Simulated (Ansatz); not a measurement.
Consider HMgNTe.

```
atom    x (Å)    y (Å)    z (Å)
   N   0.0242  -0.1538  -0.0360
  Mg   1.0639   1.1175   0.9782
  Te   0.3740  -1.9764  -0.4945
   H  -0.3225  -2.8065   0.8068
```

Geometry: PBE0-D4/def2-TZVP; core potentials replace the inner electrons of Te.

Level of theory: RKS PBE0-D4/def2-TZVPP (Ansatz).

### Predict the electron density and electron localisation function between the atoms.

Te–N (1.91 Å): the density is about 1.1 e/Å³ at the midpoint; the ELF peaks at about 0.80 between the atoms (a short, strongly polar bond).
Mg–N (1.93 Å): ρ is about 0.48 e/Å³ halfway; the ELF peaks at about 0.80 in the valence shell of N, 0.7 Å from its nucleus, and is about 0.35 at the midpoint; a closed-shell, largely ionic contact.

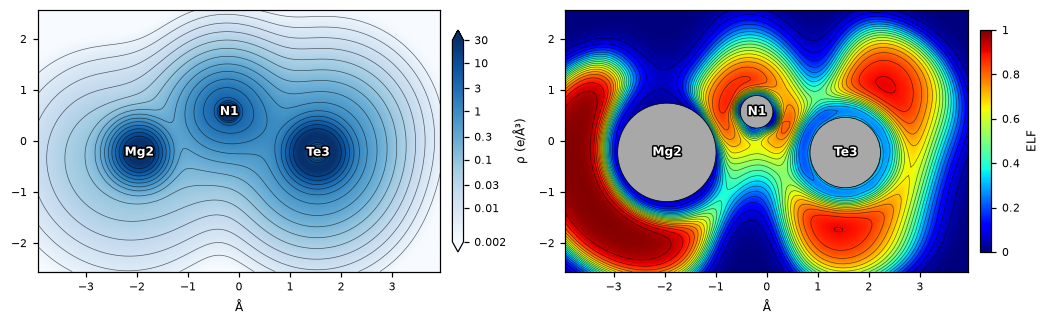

Computed electron density and electron localisation function on the plane of atoms Mg2, N1 and Te3, in this order. Grey discs cover the atomic cores in the ELF map. 
